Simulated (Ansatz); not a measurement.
# Ag3TeF (built on the sites of a database entry of Ag3SI): phonons and vibrational spectra

Aim: the phonons of Ag3TeF (built on the sites of a database entry of Ag3SI) at a cell relaxed beforehand at this level.

Main program and level: Ansatz 0.2.0; DFT PBE, scalar-relativistic, plane waves, norm-conserving pseudopotentials.

The structure was built from a prototype and need not be the compound's stable phase.

### 1. The structure

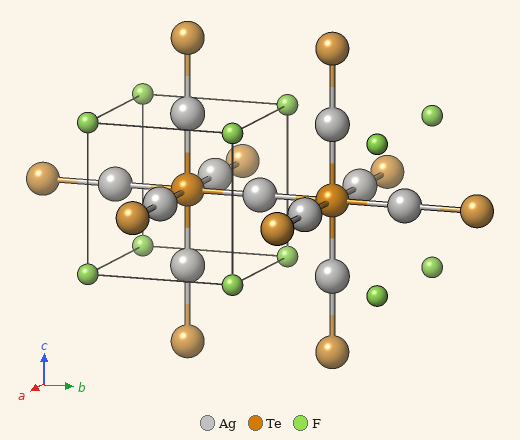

Start, viewed slightly off an axis; silver light grey, tellurium orange, fluorine green. 1×2×1 cells are drawn. Some periodic images of atoms are drawn too.

### 2. Modes at Γ

The cell comes from relaxations at this level that are not shown. The zone centre is the only wavevector solved here; it holds the modes that light can see, as far as symmetry allows. The response to a homogeneous field gives the Born charges and the dielectric tensor, and its change with displacement the Raman tensors.

The input, input.yaml:

```yaml
crystal:
  lattice:
    - [5.2749394314, 0.0, 0.0]
    - [0.0, 5.2749394314, 0.0]
    - [0.0, 0.0, 5.2749394314]
  atoms:
    - { symbol: Ag, position: [0.5, 0.5, 0.0] }
    - { symbol: Ag, position: [0.0, 0.5, 0.5] }
    - { symbol: Ag, position: [0.5, 0.0, 0.5] }
    - { symbol: Te, position: [0.5, 0.5, 0.5] }
    - { symbol: F, position: [0.0, 0.0, 0.0] }
kpoints:
  mp_grid: { grid: [6, 6, 6] }
hamiltonian:
  xc: pbe
  pseudopotentials: { kind: nc }
scf:
  occupations: { method: fixed }
output:
  eigenvalues: true
phonons:
  method: dfpt
  dielectric: true
  rigid_motions: translations
  raman: true
```

Started as:

```console
> ansatz run input.yaml --threads 8 --pin off --max-ram 14336MiB --backend cpu --events-out ev --progress --plain --runs-dir out
```

Numbers of over 12 decimals in the logs are rounded to 6 here.

Log:

```text
Engine: ansatz 0.2.0, x86_64-unknown-linux-gnu
Pseudopotentials: kind: nc
Pseudopotential: Ag, nc, valence charge 19, recommended cutoff 960 eV (normal), Ag.nc.azcp
Pseudopotential: Te, nc, valence charge 16, recommended cutoff 1120 eV (normal), Te.nc.azcp
Pseudopotential: F, nc, valence charge 7, recommended cutoff 1320 eV (normal), F.nc.azcp
Functional definition: PBE
  parameter kappa = 0.804
  parameter beta = 0.066725
  exchange = pbe_x(kappa = kappa, mu = beta*pi^2/3)
  correlation = pbe_c(beta = beta)
Crystal: 5 atoms, lattice volume = 146.775 Å³
Basis set: ecut = 1320 eV, 15967 PW (Γ), exchange–correlation on 128×128×128 points (8 copies of the dense FFT grid, shifted against one another)
Bands: 48, of which v1, the nominal top of the filled ones, is band 40 counted from 1 (39 counted from 0)
Symmetry: 48 space group operations
k-points: 80 of 216 (irreducible under 2 space group operations, time reversal used)
Non-local potential: Ag, projectors of the file, l = 0: 2, l = 1: 2, l = 2: 2, l = 3: 1
Non-local potential: Te, projectors of the file, l = 0: 3, l = 1: 3, l = 2: 2, l = 3: 2
Non-local potential: F, projectors of the file, l = 0: 2, l = 1: 2, l = 2: 1
Initial density: superposition of atomic densities (chi_scale 0.1, normalization cell), built separately for each of the 2 bonded fragments (scf.initial_density.interfragment_charge_transfer: auto; true builds it for the cell as a whole; a typed value also counts as a typed key of the start: scf.initial_density.chi_scale says what that changes, if anything)
Initial wavefunctions: pseudopotential atomic-orbital guess
Functional: x = pbe(κ = 0.804, μ = 0.219515), c = pbe(β = 0.066725)
SCF iter   1: F=—  HF=-16292.987783 eV  |F-HF|=—  |Δ(HF+E_count)|=         —  Δρ=6.75e-2  dr2=9.18e0  ethr=3.10e-3  ⟨swp⟩=6.7  Hψ=15425  notcnv=0  defer=437
preconditioner: auto → Resta (q_TF=auto, 2.466 Å⁻¹)  ε∞=5.9  [insulator: Δε(μ)=1.820 eV  Ē_g=9.353 eV  n_scr=32 (ndim 8)  ℏωp=20.8 eV  f_vac=0.250  ε∞_Penn≈5.9]
SCF iter   2: F=—  HF=-16290.340453 eV  |F-HF|=—  |Δ(HF+E_count)|=    2.65e0  Δρ=2.58e-2  dr2=1.58e0  ethr=3.10e-3  ⟨swp⟩=3.4  Hψ=6787  notcnv=0  defer=464
SCF iter   3: F=—  HF=-16289.858477 eV  |F-HF|=—  |Δ(HF+E_count)|=   4.82e-1  Δρ=1.30e-2  dr2=6.19e-1  ethr=1.98e-3  ⟨swp⟩=2.8  Hψ=4882  notcnv=0  defer=460
SCF iter   4: F=—  HF=-16289.633234 eV  |F-HF|=—  |Δ(HF+E_count)|=   2.25e-1  Δρ=8.14e-3  dr2=9.74e-2  ethr=7.74e-4  ⟨swp⟩=3.6  Hψ=5350  notcnv=0  defer=470
SCF iter   5: F=—  HF=-16289.655934 eV  |F-HF|=—  |Δ(HF+E_count)|=   2.27e-2  Δρ=8.05e-3  dr2=1.17e-1  ethr=1.22e-4  ⟨swp⟩=3.2  Hψ=7049  notcnv=0  defer=472
SCF iter   6: F=—  HF=-16289.640775 eV  |F-HF|=—  |Δ(HF+E_count)|=   1.52e-2  Δρ=4.89e-3  dr2=4.60e-2  ethr=1.22e-4  ⟨swp⟩=1.5  Hψ=4474  notcnv=0  defer=471
SCF iter   7: F=—  HF=-16289.632669 eV  |F-HF|=—  |Δ(HF+E_count)|=   8.11e-3  Δρ=1.01e-3  dr2=2.42e-3  ethr=5.75e-5  ⟨swp⟩=2.1  Hψ=4207  notcnv=0  defer=470
SCF iter   8: F=—  HF=-16289.632473 eV  |F-HF|=—  |Δ(HF+E_count)|=   1.95e-4  Δρ=2.14e-4  dr2=4.39e-5  ethr=3.03e-6  ⟨swp⟩=2.0  Hψ=6291  notcnv=0  defer=473
SCF iter   9: F=—  HF=-16289.633392 eV  |F-HF|=—  |Δ(HF+E_count)|=   9.18e-4  Δρ=1.17e-4  dr2=2.57e-5  ethr=5.49e-8  ⟨swp⟩=3.0  Hψ=7227  notcnv=0  defer=470
SCF iter  10: F=—  HF=-16289.633388 eV  |F-HF|=—  |Δ(HF+E_count)|=   3.66e-6  Δρ=4.84e-5  dr2=5.32e-6  ethr=3.22e-8  ⟨swp⟩=2.3  Hψ=4869  notcnv=0  defer=468
[...]
SCF iter  14: F=—  HF=-16289.633387 eV  |F-HF|=—  |Δ(HF+E_count)|=  3.17e-10  Δρ=4.83e-7  dr2=2.50e-10  ethr=2.08e-12  ⟨swp⟩=3.0  Hψ=8364  notcnv=0  defer=468
SCF iter  15: F=-16289.633387 eV  HF=-16289.633387 eV  |F-HF|=3.64e-11  |Δ(HF+E_count)|=  2.55e-11  Δρ=2.37e-7  dr2=5.55e-11  ethr=1.00e-12  ⟨swp⟩=25.3  Hψ=36939  notcnv=0
SCF 1 converged in 15 iterations: F = -16289.633387 eV  dr2 = 5.55e-11
DFPT response loops at Γ: preconditioner auto → none (the input reference at scf.mixing.eps_inf says where Resta's filter doesn't serve); β = 0.50; Broyden in place of MSR1
── the response to a field inside a basis, on 8×8×8 k-points: an SCF that follows is theirs, and a resumed run solves both again ──
Bands: 41, of which v1, the nominal top of the filled ones, is band 40 counted from 1 (39 counted from 0)
k-points: 20
Initial density: handed on by an earlier stage of this run
Initial wavefunctions: pseudopotential atomic-orbital guess (no wavefunctions were taken with the density)
Eigensolver: Dense (20 Hₖ)
SCF iter   1: F=—  HF=-16289.392227 eV  |F-HF|=—  |Δ(HF+E_count)|=         —  Δρ=5.83e-4  dr2=1.14e-4  ethr=1.00e-1
preconditioner: auto → Resta (q_TF=auto, 2.466 Å⁻¹)  ε∞=12.1  [insulator: Δε(μ)=1.431 eV  Ē_g=6.242 eV  n_scr=32 (ndim 8)  ℏωp=20.8 eV  f_vac=0.265  ε∞_Penn≈12.1]
SCF iter   2: F=—  HF=-16289.392235 eV  |F-HF|=—  |Δ(HF+E_count)|=   7.64e-6  Δρ=2.76e-4  dr2=3.43e-5  ethr=1.43e-7
SCF iter   3: F=—  HF=-16289.392244 eV  |F-HF|=—  |Δ(HF+E_count)|=   8.93e-6  Δρ=1.36e-4  dr2=1.60e-5  ethr=4.29e-8
SCF iter   4: F=—  HF=-16289.392242 eV  |F-HF|=—  |Δ(HF+E_count)|=   2.07e-6  Δρ=3.06e-5  dr2=1.51e-6  ethr=2.00e-8
SCF iter   5: F=—  HF=-16289.392242 eV  |F-HF|=—  |Δ(HF+E_count)|=   1.46e-7  Δρ=8.86e-6  dr2=2.23e-7  ethr=1.89e-9
SCF iter   6: F=—  HF=-16289.392242 eV  |F-HF|=—  |Δ(HF+E_count)|=   4.47e-8  Δρ=3.43e-6  dr2=3.33e-8  ethr=2.78e-10
SCF iter   7: F=—  HF=-16289.392242 eV  |F-HF|=—  |Δ(HF+E_count)|=   3.98e-8  Δρ=8.39e-7  dr2=1.87e-9  ethr=4.16e-11
SCF iter   8: F=-16289.392242 eV  HF=-16289.392242 eV  |F-HF|=1.76e-10  |Δ(HF+E_count)|=   3.66e-9  Δρ=2.22e-7  dr2=9.27e-11  ethr=2.33e-12
SCF 1 converged in 8 iterations: F = -16289.392242 eV  dr2 = 9.27e-11
DFPT response loops at Γ: mixed as the last ones told, above
DFPT response loops at Γ: mixed as the last ones told, above
WARN: field response: ε∞ stands inside a basis, on 8×8×8 points; the force constants stand on the 6×6×6 k-mesh, whose period is 13.61 times the interband length at k = (0.0000, -0.5000, -0.5000), direct gap 1.700 eV, under 14: take them and everything formed from them as unconverged, and compare with a denser kpoints.mp_grid
SCF converged after 15 iterations
Free energy (F): -16289.633387 eV
Harris-Foulkes:  -16289.633387 eV  (|F-HF|=3.64e-11)
Internal energy: -16289.633387 eV  (E = F + TS)
E sigma→0 (E₀):  -16289.633387 eV
Fermi energy:    5.629035 eV
--- Per-component energies (eV) ---
  E_band       = -1626.864649
  E_kinetic    = 6474.987214
  E_local      = -16470.575206  (includes V_loc(G=0)·N_el)
  E_nonlocal   = -1110.259457
  E_hartree    = 5830.307824
  E_xc         = -2798.180145
  E_vxc        = -2181.633448  (∫ρ·V_xc dr)
  E_ewald      = -8215.913616
  E_smearing   = -0.000000  (= −TS)
  E_closure    = -0.000000  (closes the sum)
  Σ components = -16289.633387   (vs F -16289.633387, Δ=0.00e0)
--- Band table (eV; the first three rows and the last of 80) ---
  k-point 0: bands = [... 36 lower, 2.8354, 5.4806, 5.4806, 5.4806, 6.8343, 7.6223, 7.6223, 12.4534, ... 4 higher]
  k-point 1: bands = [... 36 lower, 3.2048, 5.4159, 5.4847, 5.4847, 7.1298, 7.6600, 8.1607, 12.1235, ... 4 higher]
  k-point 2: bands = [... 36 lower, 3.6461, 5.3136, 5.4886, 5.4886, 7.2969, 7.7438, 9.8352, 11.4084, ... 4 higher]
  k-point 79: bands = [... 36 lower, 4.6043, 5.2635, 5.2635, 5.2635, 8.5838, 8.5838, 8.5838, 12.4750, ... 4 higher]
--- Phonons (Γ-DFPT): 4 representative perturbations + reference, on 80 of 216 k-points (Σ response iterations 17) ---
  k mesh reduced under 2 symmetry operations, with k and −k counted as one. Each operation leaves every solved perturbation unchanged. A smaller set is not considered because the run solves the response to a homogeneous field
  ASR residual: 1.101e-3 → 0.000e0 eV/Å²; symmetrization residual: 1.188e-5 eV/Å²
  ASR residual per site (eV/Å²): 1.10e-3 1.10e-3 1.10e-3 1.83e-4 3.38e-4
  Γ frequencies (cm⁻¹): -116.56 -116.56 -116.56 -57.09 -57.09 -57.09 -52.53 -52.53 -52.53 0.00 0.00 0.00 217.84 217.84 217.84
  ε∞ (high-frequency dielectric tensor):
        5.592934     0.000000     0.000000
        0.000000     5.592934     0.000000
        0.000000     0.000000     5.592934
  softest optical mode at Γ: -116.56 cm⁻¹; the repairs (sum rule, projections) moved no ω² at Γ by more than (2.72 cm⁻¹)²
  Born effective charges Z* (e; rows j = field, columns β = displacement):
    site 0:
         0.64713    0.00000    0.00000
        -0.00000    0.64713   -0.00000
        -0.00000    0.00000    0.99149
    site 1:
         0.99149    0.00000    0.00000
         0.00000    0.64713    0.00000
        -0.00000    0.00000    0.64713
    site 2:
         0.64713   -0.00000    0.00000
        -0.00000    0.99149    0.00000
        -0.00000    0.00000    0.64713
    site 3:
        -0.57343    0.00000    0.00000
         0.00000   -0.57343    0.00000
         0.00000    0.00000   -0.57343
    site 4:
        -1.71231   -0.00000    0.00000
        -0.00000   -1.71231    0.00000
        -0.00000    0.00000   -1.71231
  Z* charge neutrality: 3.072e-3 e pre-enforcement
  solved inside a basis spanned on kpoints, on 8×8×8 k-points transformed towards the longest dipole: ε∞ is read to err by 3.0e-2, Z* by 2.8e-2 e (field_mesh: kpoints solves on kpoints); Z* is corrected for what the basis lacks
  Raman tensors (in the event stream and the table raman_tensors.tsv): an entry may err by 6.6e-2 Å², one of the second-order susceptibility by 9.5e-18 pm/V (basis, points and sum rule); their sum over the sites missed zero by 7.205e-19 Å² ahead of its enforcement
  optical modes at Γ without the LO–TO term, one row a degenerate level:
      ω (cm⁻¹)  modes    IR ((D/Å)²/amu)  static Raman (Å⁴/amu)  depolarisation
       -116.56      3            10.6475                 0.0000               —
        -57.09      3             0.0000                 0.0000               —
        -52.53      3             0.7298                 0.0000               —
        217.84      3             0.6507                 0.0000               —
  optical modes at Γ + LO–TO along q̂ = [1.0000, 0.0000, 0.0000]:
      ω (cm⁻¹)  modes    IR ((D/Å)²/amu)  static Raman (Å⁴/amu)  depolarisation
       -116.56      2             7.0983                 0.0000               —
        -77.16      1             1.7459                 0.0000               —
        -57.09      3             0.0000                 0.0000               —
        -52.53      2             0.4865                 0.0000               —
        -25.41      1             1.9553                 0.0000               —
        217.84      2             0.4338                 0.0000               —
        219.38      1             0.3081                 0.0000               —
  optical modes at Γ + LO–TO along q̂ = [0.0000, 1.0000, 0.0000]:
      ω (cm⁻¹)  modes    IR ((D/Å)²/amu)  static Raman (Å⁴/amu)  depolarisation
       -116.56      2             7.0983                 0.0000               —
        -77.16      1             1.7459                 0.0000               —
        -57.09      3             0.0000                 0.0000               —
        -52.53      2             0.4865                 0.0000               —
        -25.41      1             1.9553                 0.0000               —
        217.84      2             0.4338                 0.0000               —
        219.38      1             0.3081                 0.0000               —
  optical modes at Γ + LO–TO along q̂ = [0.0000, 0.0000, 1.0000]:
      ω (cm⁻¹)  modes    IR ((D/Å)²/amu)  static Raman (Å⁴/amu)  depolarisation
       -116.56      2             7.0983                 0.0000               —
        -77.16      1             1.7459                 0.0000               —
        -57.09      3             0.0000                 0.0000               —
        -52.53      2             0.4865                 0.0000               —
        -25.41      1             1.9553                 0.0000               —
        217.84      2             0.4338                 0.0000               —
        219.38      1             0.3081                 0.0000               —
```

Wall time 5.3 min (8 threads of Intel Xeon 6975P-C (Granite Rapids), shared host); peak memory 9.6 GiB.

This step gave:

```yaml
gap_on_the_k_mesh: 1.205 eV
volume_per_atom: 29.36 Å³
sum_rule_residual_before_enforcement: 0.001101 eV/Å²
miss_of_the_charge_sum_rule: 0.003072 e
estimated_error_of_the_dielectric_tensor: 0.03030
estimated_error_of_the_born_charges: 0.02843 e
point_group: m-3m
highest_optical_mode_at_the_zone_centre_no_lo_to_term: 217.8 cm⁻¹
lowest_optical_zone_centre_mode: -116.6 cm⁻¹
mean_high_frequency_dielectric_constant: 5.593
largest_born_charge_third_of_the_trace: -1.712 e
top_of_the_zone_centre_spectrum_with_the_field: 219.4 cm⁻¹
```

Without the LO-TO term. Patterns of degenerate modes are one choice out of their space. The modes at Γ (shares of kinetic energy by element, %) (negative means imaginary):

| mode | frequency (cm⁻¹) | symmetry | Ag % | Te % | F % |
| --- | --- | --- | --- | --- | --- |
| 1 | -116.6 | T1u | 16 | 1 | 83 |
| 2 | -116.6 | T1u | 16 | 1 | 83 |
| 3 | -116.6 | T1u | 16 | 1 | 83 |
| 4 | -57.1 | T2u | 100 | 0 | 0 |
| 5 | -57.1 | T2u | 100 | 0 | 0 |
| 6 | -57.1 | T2u | 100 | 0 | 0 |
| 7 | -52.5 | T1u | 59 | 28 | 13 |
| 8 | -52.5 | T1u | 59 | 28 | 13 |
| 9 | -52.5 | T1u | 59 | 28 | 13 |
| 10 | 0.0 | acoustic | 69 | 27 | 4 |
| 11 | 0.0 | acoustic | 69 | 27 | 4 |
| 12 | 0.0 | acoustic | 69 | 27 | 4 |
| 13 | 217.8 | T1u | 56 | 44 | 0 |
| 14 | 217.8 | T1u | 56 | 44 | 0 |
| 15 | 217.8 | T1u | 56 | 44 | 0 |

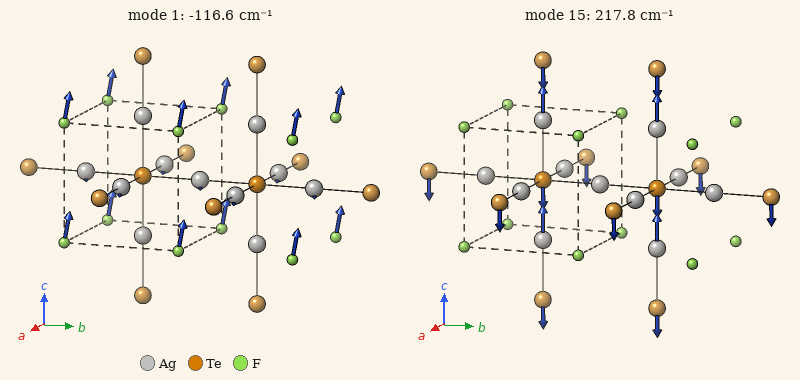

Displacement patterns of modes 1 and 15 at Γ; arrows are exaggerated. 1×2×1 cells are drawn. Some periodic images of atoms are drawn too.

Optical modes at the zone centre, without and with the macroscopic field of the longitudinal modes; each column is sorted by frequency, so a row need not hold one and the same mode. Modes with and without the field, by row:

| rank among optical modes | no field (cm⁻¹) | q along (1, 0, 0) (cm⁻¹) |
| --- | --- | --- |
| 1 | -116.6 | -116.6 |
| 2 | -116.6 | -116.6 |
| 3 | -116.6 | -77.2 |
| 4 | -57.1 | -57.1 |
| 5 | -57.1 | -57.1 |
| 6 | -57.1 | -57.1 |
| 7 | -52.5 | -52.5 |
| 8 | -52.5 | -52.5 |
| 9 | -52.5 | -25.4 |
| 10 | 217.8 | 217.8 |
| 11 | 217.8 | 217.8 |
| 12 | 217.8 | 219.4 |

Born charge (rows field, columns displacement) (e), principal values of the symmetric part by kind of site:

```
atom  atoms with these values    low  middle   high   mean
 Ag1                        3   0.65    0.65   0.99   0.76
 Te4                        1  -0.57   -0.57  -0.57  -0.57
  F5                        1  -1.71   -1.71  -1.71  -1.71
```

In full for F5:

```
-1.71  0.00  0.00
 0.00 -1.71  0.00
 0.00  0.00 -1.71
```

High-frequency dielectric tensor:

```
5.59 0.00 0.00
0.00 5.59 0.00
0.00 0.00 5.59
```

Transverse modes; imaginary modes are left out. Infrared lines, with heights relative to the strongest:

```
position (cm⁻¹)  label  relative intensity
            218    T1u                 100
```

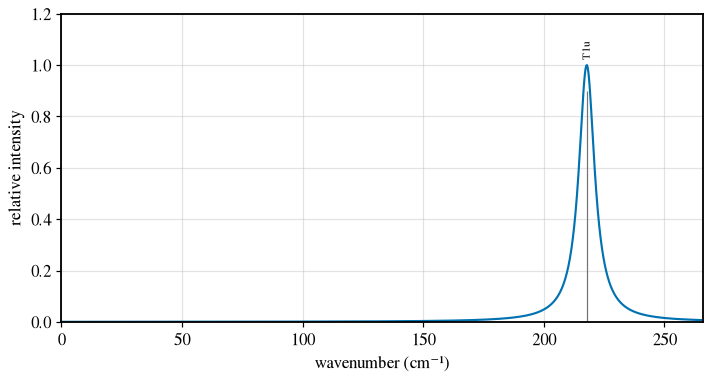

The infrared spectrum, broadened with Lorentzians of width 8 cm⁻¹; bars mark the lines.

Before it was imposed, the acoustic sum rule was missed by 0.0011 eV/Å² and the charge sum rule by 0.0031 e. Small misses are needed for a sound result but don't prove that mesh and cutoff are converged. The lowest optical mode is imaginary, 116.6i cm⁻¹, so the energy falls along it.

The log warns of the k mesh: “the force constants stand on the 6×6×6 k-mesh, whose period is 13.61 times the interband length at k = (0.0000, -0.5000, -0.5000), direct gap 1.700 eV, under 14: take them and everything formed from them as unconverged”.

### 3. Another isotope, element Ag, natural mass 107.868 amu

An isotope changes the mass and not the force constants, so no new electronic calculation is needed; the shifts show which modes move this element.

The same force constants with the mass of Ag changed from 107.868 to 108.905 u (phonopy, no LO-TO term). Both lists are sorted by frequency; levels can cross, so a row need not hold one and the same mode. Modes under 3 cm⁻¹ are left out. Isotope shifts, by row:

```csv
q,rank,natural mass (cm⁻¹),changed mass (cm⁻¹)
0 0 0,1,-116.6,-116.5
0 0 0,2,-116.6,-116.5
0 0 0,3,-116.6,-116.5
0 0 0,4,-57.09,-56.81
0 0 0,5,-57.09,-56.81
0 0 0,6,-57.09,-56.81
0 0 0,7,-52.53,-52.38
0 0 0,8,-52.53,-52.38
0 0 0,9,-52.53,-52.38
0 0 0,13,217.8,217.3
0 0 0,14,217.8,217.3
0 0 0,15,217.8,217.3
```

A mode of this element alone would shift by -0.48 %. The highest zone-centre frequency without the field goes from 217.8 to 217.3 cm⁻¹ (-0.3 %).

### 4. Another isotope, element Te, natural mass 127.6 amu

The same for Te, from 127.60 to 129.91 u.

A mode of this element alone would shift by -0.89 %. The highest zone-centre frequency without the field goes from 217.8 to 217.0 cm⁻¹ (-0.4 %).

### 5. Results

| Quantity | Value |
| --- | --- |
| space group (within 0.01 Å) | Pm-3m |
| volume per atom | 29.4 Å³ |
| gap on the k-mesh | 1.21 eV |
| highest optical mode at the zone centre (no LO-TO term) | 218 cm⁻¹ |
| top of the zone-centre spectrum with the field | 219 cm⁻¹ |
| lowest optical zone-centre mode | -117 cm⁻¹ |
| mean high-frequency dielectric constant | 5.59 |
| largest Born charge (third of the trace) | -1.71 e |
| imaginary modes at Γ (the only wavevector solved) | yes |

What this shows: A zone-centre mode is imaginary (116.6i cm⁻¹), so this structure is not a minimum of the energy. Without the field, the optical modes at Γ span -117 to 218 cm⁻¹ (negative means imaginary). No dispersion was computed. With the macroscopic field of the longitudinal modes the top of the zone-centre spectrum lies at 219 cm⁻¹, against 218 cm⁻¹ without it. Among the real modes, the strongest infrared line is at 218 cm⁻¹. With the field response the log warns that the k mesh is coarse for the force constants too, so the frequencies may not be converged. Spin-orbit coupling is left out, which can matter for the heavy elements here. The starting cell was built on a prototype and not taken from a measurement, so the phase need not exist. These are harmonic frequencies at zero temperature: anharmonic shifts, linewidths and thermal expansion are left out.

[Logs are printed without paths, hosts, clocks, repeated set-up lines and the standing remarks that a program may print on its own settings, such as how far it seeks lower states.]

[Hosts, paths, dates, database ids (printed as entryN), source tags and the programs' standing remarks are cut or masked in the printed files.]
